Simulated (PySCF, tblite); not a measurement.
# C₂H₄FO radical, a cluster model of a defect (C site with back bonds C, O, F): EPR parameters

Aim: the EPR parameters of `C[C](O)F`. It is drawn as: dangling bond.

Programs: tblite 0.8.0 and PySCF 2.14.0. All values are calculated, for the isolated system unless a continuum is named. Atoms count from 0, parts from 1.

## 1. The system as given

8 atoms, charge 0, multiplicity 2; geometry: distance geometry start.

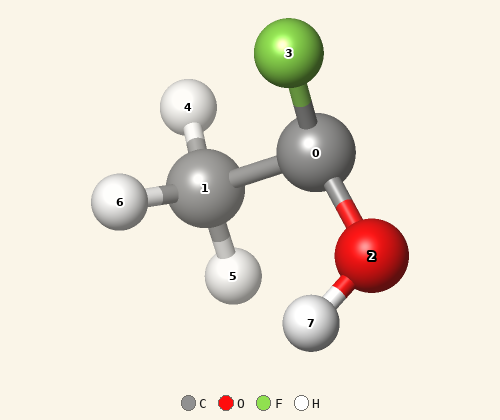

The starting geometry (carbon grey, oxygen red, fluorine green, hydrogen white), atoms numbered.

## 2. Relaxing the cluster with GFN2-xTB

Job settings and geometry (Å):

```
{"job": {"kind": "relax", "xc": "GFN2-xTB", "basis": "xTB"}, "charge": 0, "multiplicity": 2}
C      0.397443     0.657861    -0.307812
C     -0.806978    -0.235287    -0.052021
O      1.576104    -0.044560    -0.418608
F      0.454537     1.745368     0.533365
H     -1.695759     0.353913    -0.295301
H     -0.688990    -1.135698    -0.690826
H     -0.872619    -0.489828     1.004213
H      1.635850    -0.828485     0.182376
```

Method: GFN2-xTB geometry optimisation, gas phase.

Command:

```sh
OMP_NUM_THREADS=1 python cluster_run.py task.json out
```

One launch serves the whole session: the jobs run in the order shown.

Standard output:

```text
step      E/eV     max force
  0    -409.12010    1.971
  1    -409.20372    0.942
  2    -409.24247    0.535
  3    -409.25268    0.375
  4    -409.26309    0.277
  5    -409.26910    0.261
  6    -409.27620    0.229
  7    -409.28027    0.209
  8    -409.28398    0.192
  9    -409.28694    0.159
 10    -409.28948    0.151
 11    -409.29152    0.127
 12    -409.29325    0.141
 13    -409.29448    0.127
 14    -409.29505    0.068
 15    -409.29531    0.044
 16    -409.29548    0.041
 17    -409.29560    0.040
 18    -409.29570    0.032
 19    -409.29579    0.027
 20    -409.29593    0.042
 21    -409.29616    0.059
 22    -409.29648    0.068
 23    -409.29679    0.061
 24    -409.29709    0.064
 25    -409.29746    0.084
 26    -409.29802    0.095
 27    -409.29877    0.084
 28    -409.29955    0.069
 29    -409.30018    0.088
 30    -409.30058    0.094
 31    -409.30069    0.203
 32    -409.30133    0.072
 33    -409.30166    0.045
 34    -409.30204    0.070
 35    -409.30216    0.037
 36    -409.30223    0.033
 37    -409.30234    0.020
 38    -409.30237    0.012
 39    -409.30240    0.008
```

Run time: 0.22 s. Hardware: 1 thread of Arm Neoverse N1, shared host.

Along the way: (not every step is listed)

```tsv
step	energy from step 0 (eV)	largest force (eV/Å)
0	0.0000	1.9709
1	-0.0836	0.9417
2	-0.1224	0.5349
3	-0.1326	0.3743
4	-0.1430	0.2764
5	-0.1490	0.2606
6	-0.1561	0.2289
7	-0.1602	0.2092
8	-0.1639	0.1919
10	-0.1694	0.1512
12	-0.1732	0.1410
14	-0.1750	0.0674
16	-0.1754	0.0409
18	-0.1756	0.0315
20	-0.1758	0.0422
22	-0.1764	0.0680
24	-0.1770	0.0638
26	-0.1779	0.0953
28	-0.1795	0.0688
30	-0.1805	0.0939
32	-0.1812	0.0726
34	-0.1819	0.0706
35	-0.1821	0.0370
36	-0.1821	0.0334
37	-0.1822	0.0197
38	-0.1823	0.0128
39	-0.1823	0.0076
```

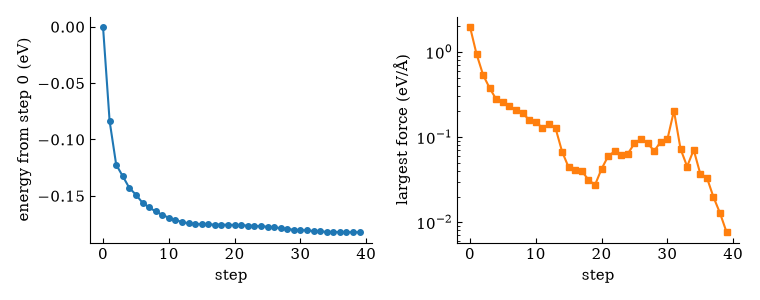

Energy and force, step by step.

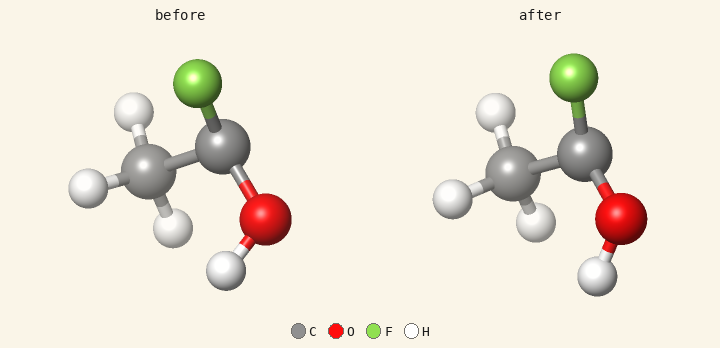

The geometry before (left) and after (right).

Close pairs (by a distance rule), those that changed most:

```tsv
bond	before (Å)	after (Å)	change (Å)
C0–C1	1.521	1.487	-0.034
O2–H7	0.990	0.964	-0.026
C1–H5	1.110	1.088	-0.022
C0–F3	1.376	1.359	-0.017
C0–O2	1.377	1.362	-0.015
C1–H6	1.088	1.098	+0.010
C1–H4	1.094	1.087	-0.007
```

## 3. Optimising the geometry at PBE0-D3(BJ)/def2-SVP

Job settings and geometry (Å):

```
{"job": {"xc": "PBE0", "basis": "def2-SVP", "d3": "d3bj", "grid": 2, "kind": "geom", "shake": 0.01}, "charge": 0, "multiplicity": 2}
C      0.450197     0.554203    -0.239979
C     -0.800485    -0.240060    -0.031327
O      1.657098     0.043633    -0.135236
F      0.425724     1.830040     0.289827
H     -1.671644     0.380424    -0.211064
H     -0.816761    -1.066443    -0.728524
H     -0.845797    -0.633750     0.993717
H      1.647745    -0.896600     0.034686
```

Standard output:

```text
step   0  E = -253.16566558  max force = 0.036054
step   1  E = -253.16582236  max force = 0.018215
step   2  E = -253.16868062  max force = 0.006581
step   3  E = -253.16933342  max force = 0.002863
step   4  E = -253.16952060  max force = 0.001399
step   5  E = -253.16986595  max force = 0.003162
step   6  E = -253.17013038  max force = 0.006016
step   7  E = -253.17029880  max force = 0.003676
step   8  E = -253.17037800  max force = 0.000351
step   9  E = -253.17038589  max force = 0.000318
optimisation converged
```

It took 66 s on 1 thread of Arm Neoverse N1, shared host; peak memory 0.4 GiB.

Step by step:

```tsv
step	energy from step 0 (eV)	largest force component (eV/Å)
0	0.0000	1.8540
1	-0.0043	0.9367
2	-0.0820	0.3384
3	-0.0998	0.1472
4	-0.1049	0.0719
5	-0.1143	0.1626
6	-0.1215	0.3094
7	-0.1261	0.1890
8	-0.1282	0.0180
9	-0.1284	0.0164
```

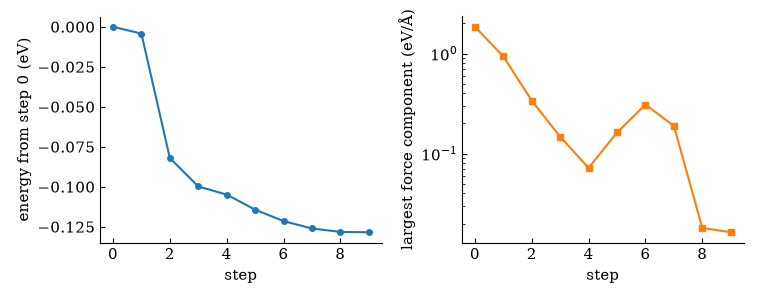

Energy and force, step by step.

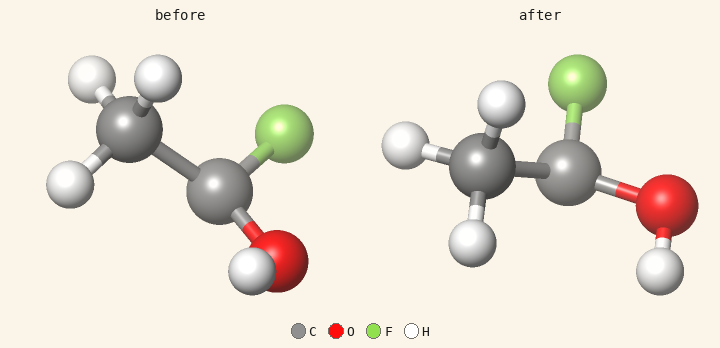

Before and after, at one scale.

Close pairs (by a distance rule), those that changed most:

```tsv
bond	before (Å)	after (Å)	change (Å)
C0–F3	1.382	1.335	-0.046
C0–O2	1.315	1.354	+0.039
C1–H5	1.081	1.100	+0.019
C1–H4	1.085	1.099	+0.014
C1–H6	1.099	1.108	+0.009
O2–H7	0.956	0.963	+0.007
C0–C1	1.496	1.491	-0.005
```

The end geometry stands in the next job.

```tsv
at the end point	value
point group (found at 0.08 Å tolerance)	C1
rotational constants (GHz, main isotopes)	10.165, 9.156, 5.093
dipole moment (D)	2.85
⟨S²⟩	0.753
```

## 4. g tensor and hyperfine couplings: B3LYP/IGLO-III+pcH-1

Job settings and geometry (Å):

```
{"job": {"kind": "epr"}, "charge": 0, "multiplicity": 2}
C      0.131938     0.728856    -0.135016
C     -0.547466    -0.597711    -0.172203
O      1.359908     0.822920     0.426579
F     -0.637221     1.706798     0.349793
H     -1.487641    -0.527480    -0.736085
H      0.086752    -1.353141    -0.658914
H     -0.783576    -0.949117     0.851354
H      1.922447     0.140694     0.045310
```

Method: UKS B3LYP, IGLO-III on C F O, pcH-1 on H, non-relativistic, mean-field spin-orbit, GIAO.

Standard output:

```text
UKS, coarse grid
  cycle   1  E = -253.63692915  |g| = 5.61e-01
  cycle   2  E = -253.47283771  |g| = 9.07e-01
  cycle   3  E = -253.74068813  |g| = 8.00e-02
  cycle   4  E = -253.74298416  |g| = 3.60e-02
  cycle   5  E = -253.74350961  |g| = 9.58e-03
  cycle   6  E = -253.74353503  |g| = 5.04e-03
  cycle   7  E = -253.74354440  |g| = 1.00e-03
  cycle   8  E = -253.74354547  |g| = 3.58e-04
UKS, final grid
  cycle   1  E = -253.74355943  |g| = 3.69e-04
  cycle   2  E = -253.74355942  |g| = 4.48e-04
  cycle   3  E = -253.74355949  |g| = 5.58e-05
  cycle   4  E = -253.74355949  |g| = 2.36e-05
E = -253.74355949 Eh   <S^2> = 0.7526 (exact 0.7500)
g shifts (ppm)      1          2          3
  rmc          -226       -226       -226
  gc             20         25         27
  oz_so        -129       1718       2377
  total        -336       1517       2177
hyperfine (MHz)  atom isotope    a_iso     a_fc   dipolar eigenvalues
    0   13C     329.65     329.65    -73.07    -72.63    145.70
    1   13C      50.43      50.43     -5.46     -4.21      9.68
    2   17O     -20.34     -20.34    -51.16     24.81     26.36
    3   19F     200.79     200.79   -184.24   -161.48    345.72
    4    1H      12.15      12.15     -6.61     -4.97     11.59
    5    1H       8.75       8.75     -6.44     -4.91     11.35
    6    1H      99.14      99.14     -4.81     -2.49      7.30
    7    1H      -6.89      -6.89    -12.43     -8.60     21.03
```

Wall time 28 s (1 thread of Arm Neoverse N1, shared host); peak memory 0.53 GiB.

Principal g values 2.00198, 2.00384, 2.00450; g(iso) = 2.00344, against 2.00232 for a free electron.

Hyperfine couplings, nucleus by nucleus at this fixed geometry (no averaging over rotations):

```tsv
nuclei	isotope	a(iso) (MHz)	a(iso) (G, at g = 2.0023)	largest dipolar term (MHz)
C0	13C	329.6	117.6	145.7
F3	19F	200.8	71.6	345.7
H6	1H	99.1	35.4	7.3
C1	13C	50.4	18.0	9.7
O2	17O	-20.3	-7.3	-51.2
H4	1H	12.2	4.3	11.6
H5	1H	8.8	3.1	11.4
H7	1H	-6.9	-2.5	21.0
```

Mulliken spin populations:

```tsv
atom	value (e)
C0	0.89
C1	-0.07
O2	0.08
F3	0.02
H4	0.01
H5	0.00
H6	0.07
H7	0.00
```

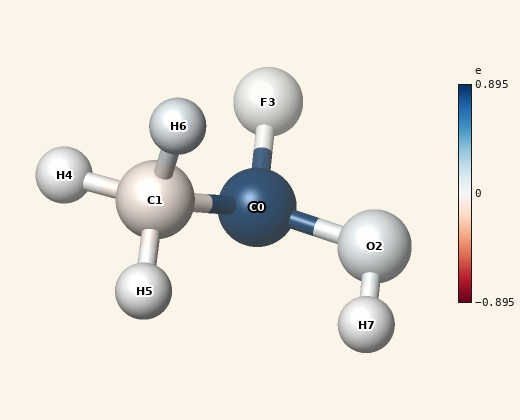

Mulliken spin populations, as colours on the atoms.

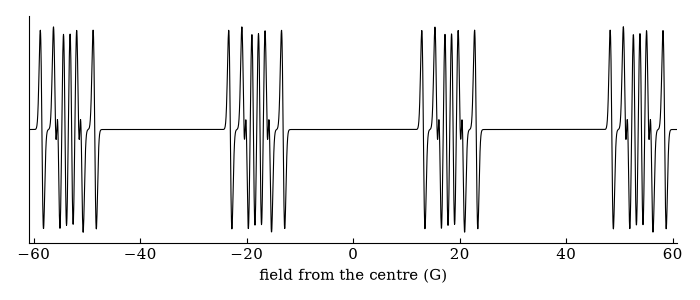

First-order isotropic spectrum (first derivative, main isotopes with spin only, couplings over 0.8 MHz, Gaussian width 0.3 G; couplings of the frozen geometry, rotation of groups not averaged beyond the rows shown).

## 5. EPR parameters: BHandHLYP/IGLO-III+pcH-1

Same as in step 4 but for these lines:

```diff
@@ -1,2 +1,2 @@
-{"job": {"kind": "epr"}, "charge": 0, "multiplicity": 2}
+{"job": {"kind": "epr", "xc": "BHandHLYP"}, "charge": 0, "multiplicity": 2}
 C      0.131938     0.728856    -0.135016
```

Level: UKS BHandHLYP, IGLO-III on C F O, pcH-1 on H, non-relativistic, mean-field spin-orbit, GIAO.

Standard output:

```text
UKS, coarse grid
  cycle   1  E = -253.51971686  |g| = 5.02e-01
  cycle   2  E = -253.51076208  |g| = 5.71e-01
  cycle   3  E = -253.61191870  |g| = 4.23e-02
  cycle   4  E = -253.61283301  |g| = 1.72e-02
  cycle   5  E = -253.61302813  |g| = 6.59e-03
  cycle   6  E = -253.61306179  |g| = 2.45e-03
  cycle   7  E = -253.61306738  |g| = 1.42e-03
  cycle   8  E = -253.61306915  |g| = 3.26e-04
UKS, final grid
  cycle   1  E = -253.61307585  |g| = 2.40e-04
  cycle   2  E = -253.61307587  |g| = 2.28e-04
  cycle   3  E = -253.61307589  |g| = 6.12e-05
  cycle   4  E = -253.61307590  |g| = 2.83e-05
E = -253.61307590 Eh   <S^2> = 0.7541 (exact 0.7500)
g shifts (ppm)      1          2          3
  rmc          -227       -227       -227
  gc             17         25         26
  oz_so        -129       1671       2213
  total        -338       1469       2012
hyperfine (MHz)  atom isotope    a_iso     a_fc   dipolar eigenvalues
    0   13C     372.86     372.86    -76.22    -75.80    152.02
    1   13C      40.47      40.47     -5.88     -3.79      9.67
    2   17O     -26.39     -26.39    -49.18     23.49     25.69
    3   19F     240.27     240.27   -182.57   -151.46    334.03
    4    1H      13.02      13.02     -6.73     -5.16     11.89
    5    1H       8.79       8.79     -6.57     -5.05     11.62
    6    1H     100.94     100.94     -4.58     -2.37      6.96
    7    1H      -8.02      -8.02    -12.52     -8.71     21.23
```

Wall time 28 s (1 thread of Arm Neoverse N1, shared host); peak memory 0.54 GiB.

In short: g(iso) 2.00337.

## 6. Run by run: EPR parameters

g, ⟨S²⟩ and isotropic hyperfine couplings (MHz), with basis size and wall time:

```tsv
run	g(iso)	⟨S²⟩	13C C0	19F F3	1H H6	13C C1	17O O2	functions	time
B3LYP/IGLO-III+pcH-1	2.00344	0.753	329.6	200.8	99.1	50.4	-20.3	180	28 s
BHandHLYP/IGLO-III+pcH-1	2.00337	0.754	372.9	240.3	100.9	40.5	-26.4	180	28 s
```

## 7. Summary of results

| quantity | value |
| --- | --- |
| point group | C1 |
| rotational constants (main isotopes) | 10.16, 9.16, 5.09 GHz |
| g(iso) (B3LYP) | 2.00344 |
| ⟨S²⟩ | 0.753 (exact 0.75) |
| largest a(iso) | 13C on C0, 329.6 MHz |

What this shows: Over 9 steps the energy fell by 0.128 eV; of the close pairs, C0–F3 changed most, 1.382 to 1.335 Å (PBE0/def2-SVP). Most of the unpaired spin sits on C0 (0.89 e). The isotropic g lies 1.1 ppt above the free-electron value. The coupling of 13C on C0 runs from 329.6 (B3LYP/IGLO-III+pcH-1) to 372.9 MHz (BHandHLYP/IGLO-III+pcH-1).
